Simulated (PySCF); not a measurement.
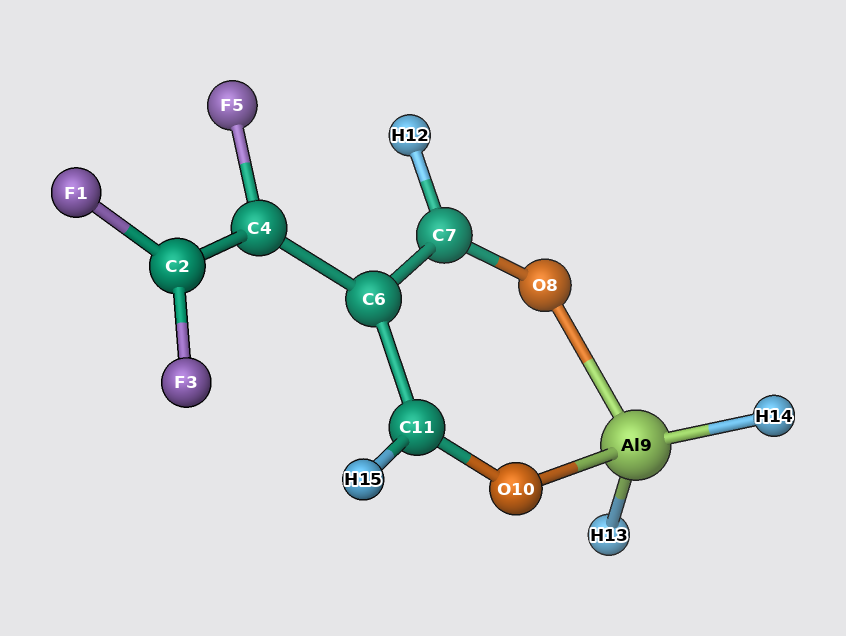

The computed structure is the end point of a GFN2-xTB optimisation. No frequency run is at hand to confirm it as a minimum. Electric field gradients from the ground-state density, PBE0/pcSseg-1 (PySCF 2.14.0), non-relativistic apart from any core potentials.

Give the largest field-gradient component, the quadrupole coupling constant and the asymmetry for 17O at O8 (Q = −25.6 mb), 27Al at Al9 (Q = 146.6 mb), 17O at O10 (Q = −25.6 mb), 2H at H12 (Q = 2.86 mb), 2H at H13 (Q = 2.86 mb), 2H at H14 (Q = 2.86 mb), 2H at H15 (Q = 2.86 mb).

```tsv
atom	V_zz (a.u.)	e²qQ/h (MHz)	η
O8	−1.489	8.95	0.61
Al9	−0.875	−30.1	0.95
O10	−1.505	9.06	0.60
H12	0.278	0.187	0.03
H13	0.135	0.091	0.02
H14	0.135	0.091	0.02
H15	0.279	0.188	0.04
```

The geometry is semi-empirical. Around Al such bond lengths and angles can be off by a tenth of an ångström or more and by several degrees, and values that hang on the shape move with them.
